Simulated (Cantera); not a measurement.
Input: 1 mol BN, a varied amount of O2, 0.4 mol H2, equilibrated at 1098.15 K and 13300 Pa.

Equilibrium computed with Cantera from the NASA thermochemical tables; the gas is ideal and each condensed phase is pure. Candidate condensed phases: B, BN, B2O3, B3O3H3, H2O; 39 gas species. Mutual solubility and eutectic melting of coexisting phases are not modelled. Gases not in the tables: H3BO3. Equilibrium is a limit: real reactors are often held back by kinetics, nucleation or transport.

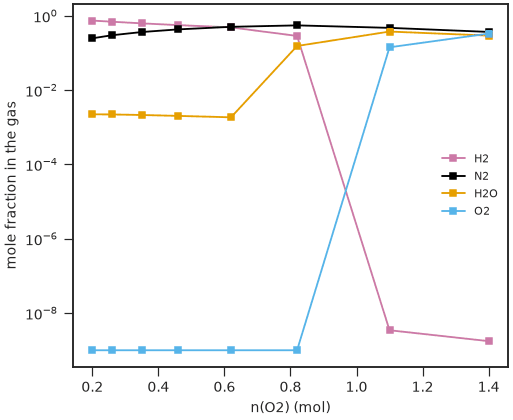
Fig. 1. Equilibrium gas composition (values under 1e-9 drawn at 1e-9)

From 0.2 mol O2 to 0.62 mol O2 the condensed part is BN(s) + B2O3(l). From 0.82 mol O2 to 1.4 mol O2 the condensed part is B2O3(l).
